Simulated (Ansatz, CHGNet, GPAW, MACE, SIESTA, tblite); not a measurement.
**Random start for liquid ZnBr2 at 780 K (102 atoms), the built cell with every atom moved at random**

The starting structure: 102 atoms (34 Zn, 68 Br) packed at random in a cube at 3.37 g/cm³ and pushed apart as soft spheres, cations and anions kept from their own kind; a start for melting by ab initio MD, not an equilibrated structure. The density is the measured one of the melt at 780 K (3.365 g/cm³). Then every atom was moved at random, 0.02 Å r.m.s. a Cartesian component.

This is the built cell with every atom moved at random. Method: Kohn-Sham DFT, PBE, PseudoDojo 0.4.1 norm-conserving pseudopotentials (converted to PSML), numerical atomic orbitals (DZP), diagonalisation; shift 0.01 Ry; mesh 500 Ry; levels smeared at 580 K (SIESTA 5.4.2); Γ point; density 3.37 g/cm³.

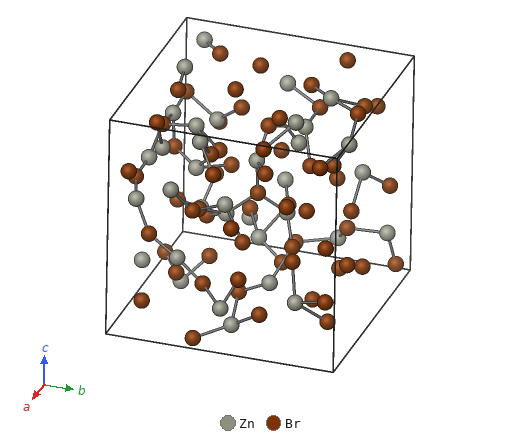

The structure (zinc grey, bromine brown). Bonds to atoms that aren't drawn are left out. Some periodic images of atoms are drawn too.

Extended XYZ; positions in Å, forces in eV/Å, q the Hirshfeld charge in e:

```xyz
102
Lattice="15.575 0.000 0.000 0.000 15.575 0.000 0.000 0.000 15.575" Properties=species:S:1:pos:R:3:charge:R:1:forces:R:3 pbc="T T T"
Zn 13.699 12.269 3.578 0.66 -0.804 1.381 1.559
Zn 2.471 2.026 3.294 0.67 0.961 -0.253 0.869
Zn 5.146 0.877 11.253 0.66 -0.315 -0.327 0.999
Zn 10.120 14.585 13.798 0.65 0.297 -1.202 -0.779
Zn 15.532 7.767 3.229 0.61 -0.334 -0.460 0.633
Zn 7.951 0.219 9.260 0.53 0.205 0.166 -0.430
Zn 8.233 10.527 12.290 0.67 0.849 0.280 -0.730
Zn 6.322 2.916 8.196 0.63 -0.119 1.922 -0.519
Zn 12.886 5.312 13.673 0.67 -0.539 -1.130 -0.555
Zn 2.322 7.704 6.263 0.74 0.048 1.089 0.726
Zn 3.593 13.390 8.433 0.74 0.098 -0.493 -2.549
Zn 1.223 14.369 3.063 0.74 -1.277 -0.643 0.384
Zn 9.321 0.329 2.452 0.74 0.556 0.114 1.276
Zn 11.388 6.596 8.603 0.75 -0.027 0.005 -1.159
Zn 2.981 3.201 10.154 0.66 -0.217 0.982 0.123
Zn 1.318 4.986 2.565 0.46 -0.647 -0.634 -0.622
Zn 4.944 9.861 11.753 0.71 -1.038 -0.546 -0.417
Zn 0.076 10.628 1.477 0.64 1.449 0.592 -0.921
Zn 6.727 2.149 0.012 0.71 -1.208 -0.013 1.483
Zn 12.669 0.953 8.634 0.72 1.321 -1.473 0.309
Zn 8.115 5.617 6.219 0.71 0.941 -0.556 0.672
Zn 11.349 11.325 15.408 0.68 -0.389 0.317 -0.379
Zn 1.194 7.379 12.689 0.67 0.813 0.835 -0.631
Zn 7.416 9.542 6.653 0.76 -0.347 0.919 0.008
Zn 12.691 7.612 0.654 0.67 0.083 0.195 -0.737
Zn 13.403 4.065 5.241 0.81 -0.182 -0.618 -0.422
Zn 6.278 12.017 14.861 0.71 -1.186 1.000 1.166
Zn 14.796 4.006 10.840 0.59 -0.195 -0.923 -0.827
Zn 8.263 3.512 12.294 0.66 0.868 0.986 -0.039
Zn 11.318 2.232 11.935 0.39 0.401 -0.158 0.611
Zn 0.459 1.387 14.430 0.75 0.784 0.726 0.811
Zn 5.343 6.963 3.396 0.72 -0.409 0.883 -0.248
Zn 8.141 7.649 10.446 0.71 0.268 0.326 1.375
Zn 10.584 9.476 3.030 0.70 -1.018 0.893 0.735
Br 13.438 5.847 3.700 -0.36 0.437 0.013 -0.047
Br 14.297 14.486 8.208 -0.24 -0.945 1.133 0.319
Br 7.603 14.811 3.746 -0.24 0.797 0.564 -0.938
Br 4.772 10.172 14.785 -0.27 0.705 -0.080 -1.275
Br 10.902 3.198 2.815 -0.42 -0.312 -1.077 0.047
Br 1.077 2.544 5.186 -0.37 -0.172 0.233 -0.493
Br 14.108 6.647 12.084 -0.30 0.732 -0.232 -0.402
Br 8.763 10.382 4.941 -0.29 0.383 0.128 -0.595
Br 1.635 11.764 3.152 -0.30 -0.742 0.412 0.105
Br 4.498 1.090 4.687 -0.35 -1.110 0.396 -1.040
Br 7.922 6.031 15.227 -0.36 -0.087 -0.345 -0.461
Br 2.271 14.828 7.094 -0.30 -0.002 0.033 0.668
Br 1.953 11.117 6.806 -0.35 0.531 -0.147 0.551
Br 0.645 13.333 11.833 -0.22 0.036 0.056 0.005
Br 9.044 11.920 1.531 -0.36 1.450 -1.124 -0.499
Br 2.709 0.958 11.666 -0.30 0.884 0.477 -0.441
Br 10.507 7.357 1.968 -0.22 0.387 -0.130 -0.670
Br 10.352 8.962 10.767 -0.33 -1.143 -0.745 -0.302
Br 3.852 5.132 11.795 -0.39 -1.002 -1.087 -0.902
Br 0.853 2.647 8.886 -0.33 0.226 0.866 0.996
Br 12.129 13.989 1.753 -0.43 0.134 -1.070 -0.025
Br 12.728 2.293 14.449 -0.40 0.105 0.856 -0.922
Br 4.170 4.608 7.685 -0.42 0.804 -1.164 0.912
Br 4.532 0.321 0.754 -0.33 0.988 0.867 -0.341
Br 9.046 9.443 14.284 -0.34 -0.270 0.852 -0.272
Br 13.230 2.053 6.545 -0.28 0.225 0.352 -0.745
Br 13.308 5.022 8.804 -0.38 -0.072 0.038 0.220
Br 6.913 3.888 5.191 -0.29 -0.323 0.535 0.373
Br 9.315 13.267 11.651 -0.39 -0.348 -0.603 0.471
Br 11.201 7.781 5.976 -0.47 -0.277 -0.612 1.046
Br 9.830 11.665 8.293 -0.28 -0.225 -0.217 -0.032
Br 12.858 11.750 6.071 -0.24 0.210 -0.003 -1.773
Br 1.115 8.073 1.218 -0.32 -0.146 0.144 0.218
Br 5.242 12.460 2.078 -0.29 0.568 0.024 -0.946
Br 10.919 14.862 5.457 -0.28 0.025 -0.003 -0.325
Br 0.939 14.888 0.760 -0.32 0.176 0.338 -0.476
Br 15.251 8.323 9.008 -0.35 0.156 -0.103 -0.008
Br 7.477 14.271 14.728 -0.38 0.742 -0.101 -0.063
Br 10.458 0.169 9.058 -0.36 -0.042 0.083 0.247
Br 5.097 1.003 8.826 -0.30 -0.797 -0.787 -0.201
Br 15.046 8.803 5.271 -0.30 0.977 -0.387 -0.150
Br 2.500 3.152 14.721 -0.38 -1.639 -0.815 0.104
Br 12.755 9.609 13.824 -0.34 -0.578 -0.116 1.881
Br 14.617 14.619 4.468 -0.26 1.111 -0.649 -0.848
Br 3.996 13.573 13.478 -0.41 0.828 -0.043 -0.174
Br 4.538 8.660 5.674 -0.36 0.649 -0.485 -0.372
Br 8.081 7.744 8.073 -0.31 -0.030 -0.964 -1.194
Br 9.062 2.494 15.103 -0.36 -0.540 -0.515 -0.395
Br 5.688 13.351 6.609 -0.40 -0.568 -0.248 1.527
Br 12.749 13.490 13.152 -0.31 -1.692 0.282 1.012
Br 5.767 3.754 1.656 -0.38 0.072 -0.352 -0.430
Br 3.049 5.567 4.161 -0.35 1.010 0.903 0.503
Br 9.999 4.369 7.227 -0.39 -0.143 0.885 0.355
Br 4.142 6.470 15.240 -0.36 -0.486 0.030 -0.068
Br 7.234 4.784 10.244 -0.39 0.180 -0.588 0.168
Br 14.227 5.511 0.047 -0.30 -0.578 0.835 0.755
Br 13.107 11.371 10.096 -0.12 -0.057 -0.007 -0.058
Br 14.235 0.925 11.370 -0.38 -0.363 1.369 -0.198
Br 6.391 8.920 2.421 -0.33 -0.368 -1.256 0.465
Br 6.424 7.844 12.197 -0.26 0.397 0.194 0.062
Br 14.377 2.018 2.222 -0.40 0.502 0.598 -0.070
Br 13.385 9.730 2.097 -0.39 -0.379 0.063 0.113
Br 4.070 7.979 9.299 -0.43 -0.111 0.197 -0.025
Br 2.023 9.876 11.784 -0.27 0.660 -0.938 0.553
Br 1.037 11.373 15.004 -0.34 -0.706 -0.347 0.528
Br 10.588 5.314 11.641 -0.47 0.250 -0.588 0.528
Br 7.891 1.104 11.806 -0.38 -0.946 0.052 0.170
Br 6.458 10.755 9.796 -0.38 0.177 -0.047 1.502
```

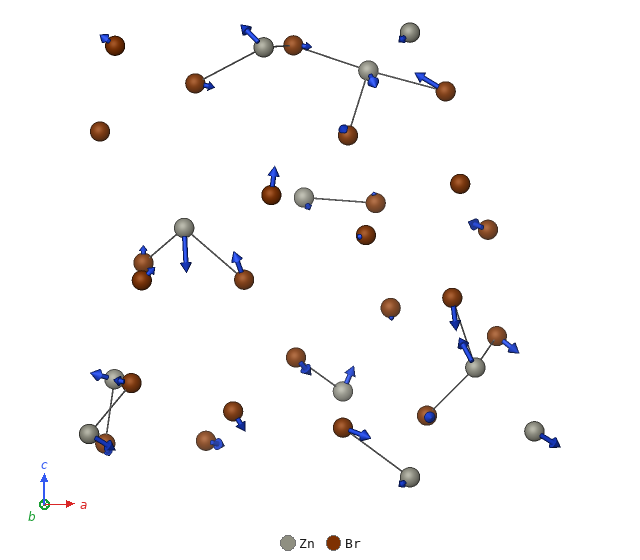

The forces as arrows, the longest 2.60 eV/Å. Drawn is a slice 6 Å thick, seen along the normal of the ac plane. Bonds to atoms that aren't drawn are left out.

Only the Γ point is sampled, in a cell whose shortest periodic width is 16 Å.

The r.m.s. force component is 0.704 eV/Å; the longest force, 2.60 eV/Å, acts on Zn11.

[Logs are printed without paths, hosts, clocks, repeated set-up lines and the standing remarks that a program may print on its own settings, such as how far it seeks lower states.]

[Hosts, paths, dates, database ids (printed as entryN), source tags and the programs' standing remarks are cut or masked in the printed files.]
